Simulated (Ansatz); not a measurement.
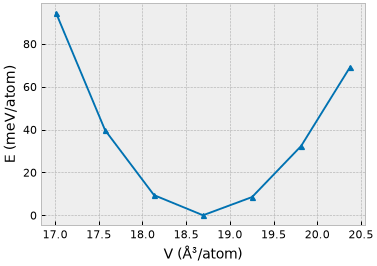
Fig. 1. Nb3Sn in space group Fm-3m (No. 225; Sn on 4a, Nb on 4b, Nb on 8c) under volume change, r²SCAN in the plane-wave PAW code Ansatz, scaled uniformly.

**Question.** What does a third-order Birch–Murnaghan fit give for V₀, B₀ and B′?

**Answer.** V₀ = 18.69 Å³/atom, B₀ = 170 GPa, B′ = 4.2.

A made-up cell: these elements were put on the sites of a structure type; neither database checked (COD, Materials Project) lists it. It is not the phase usual at ambient conditions (space group No. 223). Symmetry was held in the r²SCAN relaxation. At this level the phase is mechanically unstable. The run is not spin-polarised. Scalar-relativistic: spin–orbit coupling is off unless named, which matters more the heavier the elements.

Potentials: the earlier of the program's two PAW sets.
